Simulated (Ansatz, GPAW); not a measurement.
# Polarising 2H-NbSSe under Y2NS2 MXene, AA with a field along the normal

The dipole of the cell at several fields, atoms fixed. What does the strongest field give, and what length does the slope stand for?

**Method.** GPAW 26.7.0, plane waves (500 eV), PAW setups, PBE, 9×9 mesh, a dipole layer in the vacuum; geometry relaxed without an applied field with Ansatz 0.2.0. The cell's area is 11.30 Å², and e/ε0 = 180.95 V Å.

The runs, one held back:

| field (V/Å) | dipole (e Å) |
| --- | --- |
| −0.2 | −0.2488 |
| −0.1 | −0.1710 |
| −0.05 | −0.1321 |
| 0.05 | −0.0542 |
| 0.1 | −0.0151 |
| 0.2 | 0.0630 |
| 0.3 | ? |

To predict: What is the dipole at 0.3 V/Å?

A: A line through the 6 points has the slope α = 0.779 e Å per V/Å and the intercept p₀ = −0.0930 e Å (r.m.s. residual 1.0e−04). At 0.3 V/Å it gives p = −0.0930 + 0.779 × 0.3 = 0.1408 e Å; the run gives 0.1411 e Å, so the response stays linear to 0.1 % of the induced part. Dividing by ε0 and the area: α/(ε0 A) = 0.779 × 180.95 / 11.30 = 12.48 Å, against 11.09 Å between the outer nuclei.

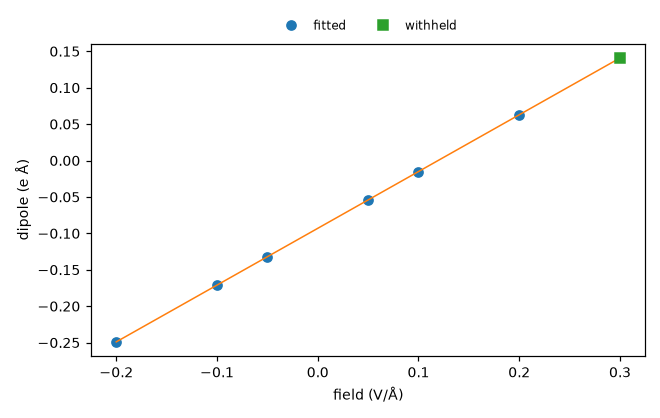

The line and the withheld run.

Caveats: This is the electronic response alone; ions that move would add to it in polar layers. No run was spin-polarised, so magnetic states weren't tested.
